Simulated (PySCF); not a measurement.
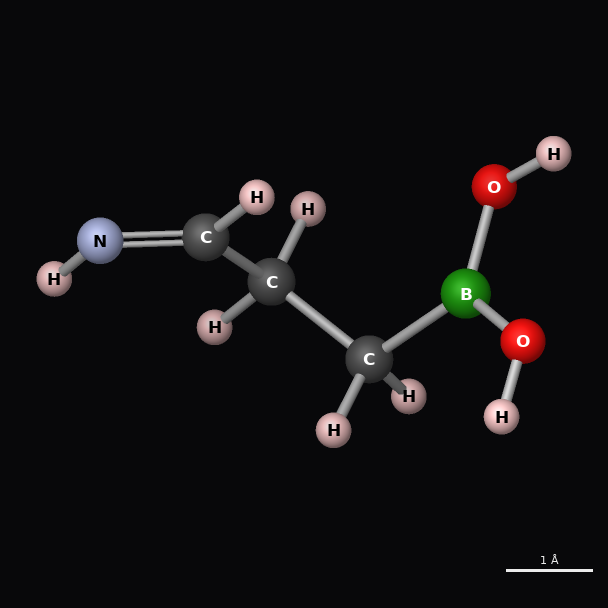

Ball-and-stick drawing of a structure. Double and triple bonds are drawn as two and three sticks.

The computed structure is the end point of a GFN2-xTB optimisation. No frequency run is at hand to confirm it as a minimum.

Description:

It has 15 atoms: 3 carbon, 8 hydrogen, 1 boron, 1 nitrogen and 2 oxygen (C₃H₈BNO₂). SMILES: `[H]/N=C\CCB(O)O`. It has no ring. Among its groups: imine. The point group is C1. Coordination: 1 N bent; 1 C trigonal planar; 2 C tetrahedral; 1 B trigonal planar; 2 O bent.

The parts below concern this one geometry. Atoms keep their numbers from picture to picture.

Geometry

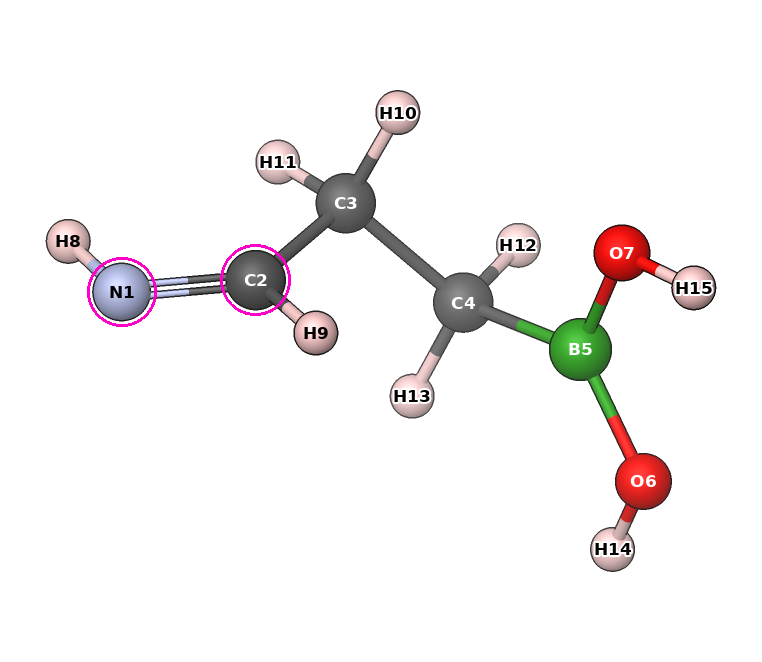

Depth is shown by fading: the farther an atom, the more it takes the colour of the background. Circles mark the stereogenic atoms. No frequency run is at hand to confirm it as a minimum.

Question: Give the R/S and E/Z labels.

Answer: N1=C2: Z.

Polarisability

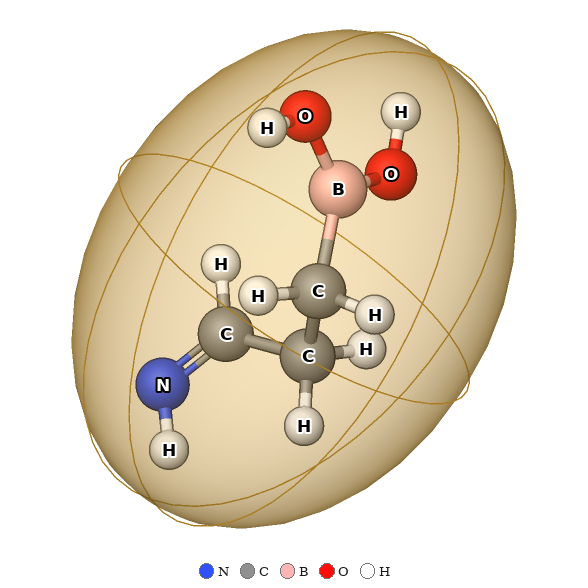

The ellipsoid shows the static dipole polarisability: its half-axes are proportional to the principal values. No frequency run is at hand to confirm it as a minimum. Level of theory: PBE0/def2-SVPD (PySCF 2.14.0).

Question: Give the principal values, the mean and the anisotropy.

Answer: Principal values 58.3, 59.8, 78.6 bohr³; mean 65.6 bohr³ (9.72 Å³); anisotropy 19.7 bohr³, so the longest axis is 1.35 times the shortest.

Charges

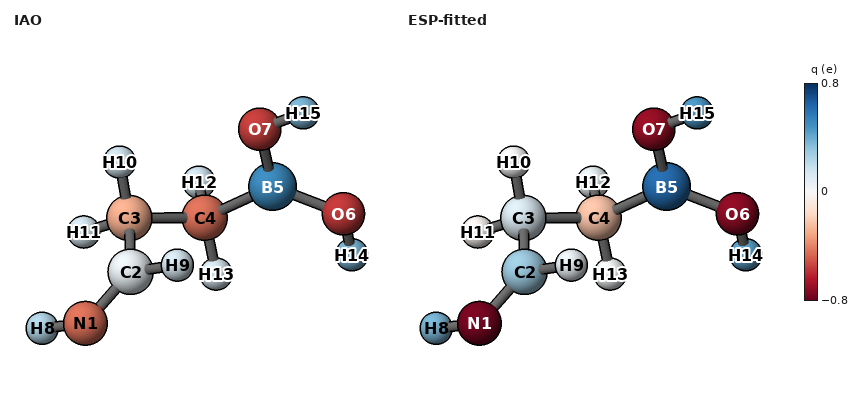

Atomic charges of one calculation by 2 schemes, on one colour scale. No frequency run is at hand to confirm it as a minimum. Level of theory: PBE0/pcSseg-1 (PySCF 2.14.0).

Question: On which atom do the schemes disagree most?

Answer: On C3 (from −0.28 to 0.12 e).

List the charges (e), one line for each set of equivalent atoms.

```json
{"atom": "N1", "IAO": "−0.44", "ESP-fitted": "−0.75"}
{"atom": "C2", "IAO": "0.05", "ESP-fitted": "0.29"}
{"atom": "C3", "IAO": "−0.28", "ESP-fitted": "0.12"}
{"atom": "C4", "IAO": "−0.43", "ESP-fitted": "−0.23"}
{"atom": "B5", "IAO": "0.50", "ESP-fitted": "0.61"}
{"atom": "O6", "IAO": "−0.56", "ESP-fitted": "−0.71"}
{"atom": "O7", "IAO": "−0.55", "ESP-fitted": "−0.69"}
{"atom": "H8", "IAO": "0.24", "ESP-fitted": "0.36"}
{"atom": "H9", "IAO": "0.14", "ESP-fitted": "0.05"}
{"atom": "H10", "IAO": "0.16", "ESP-fitted": "0.00"}
{"atom": "H11", "IAO": "0.13", "ESP-fitted": "−0.02"}
{"atom": "H12", "IAO": "0.16", "ESP-fitted": "0.06"}
{"atom": "H13", "IAO": "0.13", "ESP-fitted": "0.02"}
{"atom": "H14", "IAO": "0.37", "ESP-fitted": "0.43"}
{"atom": "H15", "IAO": "0.37", "ESP-fitted": "0.46"}
```

Quadrupole coupling

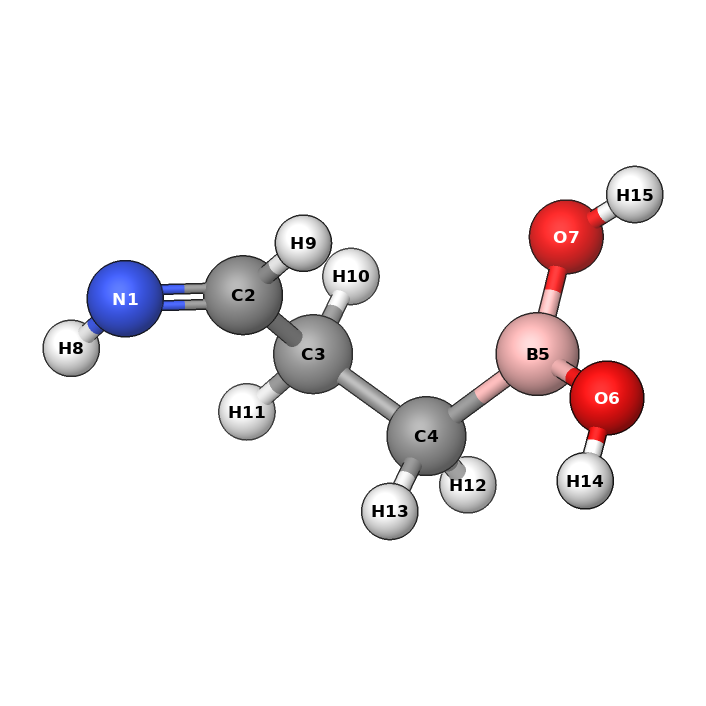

No frequency run is at hand to confirm it as a minimum. Electric field gradients from the ground-state density, PBE0/pcSseg-1 (PySCF 2.14.0), non-relativistic apart from any core potentials.

Give the largest field-gradient component, the quadrupole coupling constant and the asymmetry for 14N at N1 (Q = 20.44 mb), 11B at B5 (Q = 40.59 mb), 17O at O6 (Q = −25.6 mb), 17O at O7 (Q = −25.6 mb), 2H at H8 (Q = 2.86 mb), 2H at H9 (Q = 2.86 mb), 2H at H10 (Q = 2.86 mb), 2H at H11 (Q = 2.86 mb).

```
atom  V_zz (a.u.)  e²qQ/h (MHz)     η
  N1       −1.048         −5.03  0.36
  B5        0.357          3.41  0.34
  O6        1.416         −8.52  0.14
  O7        1.394         −8.38  0.12
  H8        0.381         0.256  0.03
  H9        0.309         0.208  0.04
 H10        0.300         0.202  0.02
 H11        0.299         0.201  0.04
```

Excitation

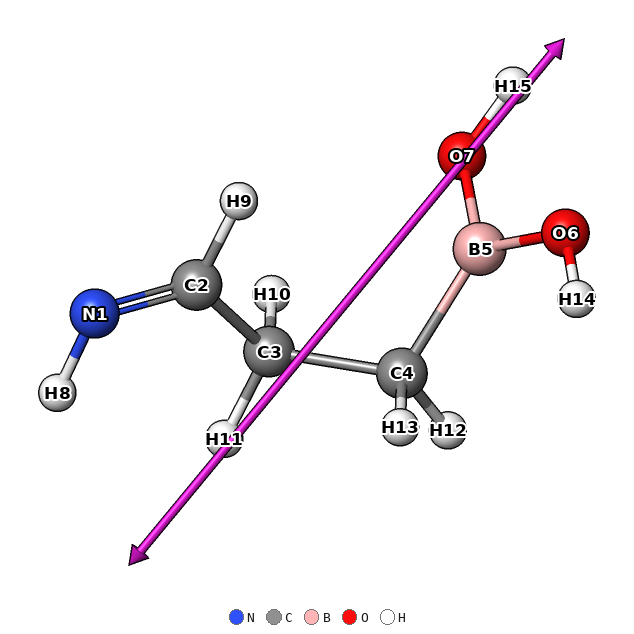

The double arrow shows the direction of the transition dipole to excited singlet state 4 (its length means nothing). No frequency run is at hand to confirm it as a minimum. Method: TDDFT PBE0/def2-SVPD, vertical, gas phase, core orbitals frozen in the response (PySCF 2.14.0).

Question: How is the transition polarised?

Answer: Nearly parallel to the C4–B5 bond.

Question: Where does the transition lie, and how strong is it?

Answer: 7.33 eV (169 nm), oscillator strength 0.032, mainly HOMO → LUMO+4 (weight 0.51); transition dipole 1.07 D.

The geometry is semi-empirical. Around B such bond lengths and angles can be off by a tenth of an ångström or more and by several degrees, and values that hang on the shape move with them.
